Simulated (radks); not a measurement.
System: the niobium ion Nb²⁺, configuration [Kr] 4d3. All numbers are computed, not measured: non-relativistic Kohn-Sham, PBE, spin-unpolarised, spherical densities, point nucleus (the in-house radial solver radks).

```
Z 41
configuration [Kr] 4d3
relativity non-relativistic
functional pbe,pbe
spin unpolarised
nucleus point
```

Launched within a batch that task.json describes:
```bash
python run_ks.py task.json out
```

Wanted: the number of electrons inside radius r (solid) and the radial density 4πr²ρ (dashed).

The count levels off at 39 electrons. Half of them lie within 0.418 bohr, 90 % within 1.52 bohr and 99 % within 2.80 bohr. The radial density has minima at 0.0528, 0.232 and 0.897 bohr, where the count stands at 2.0, 11.2 and 29.3; these part the shells that the density resolves.

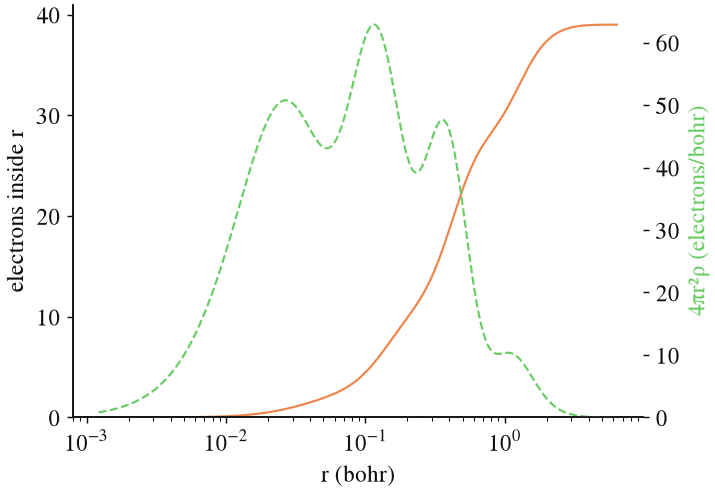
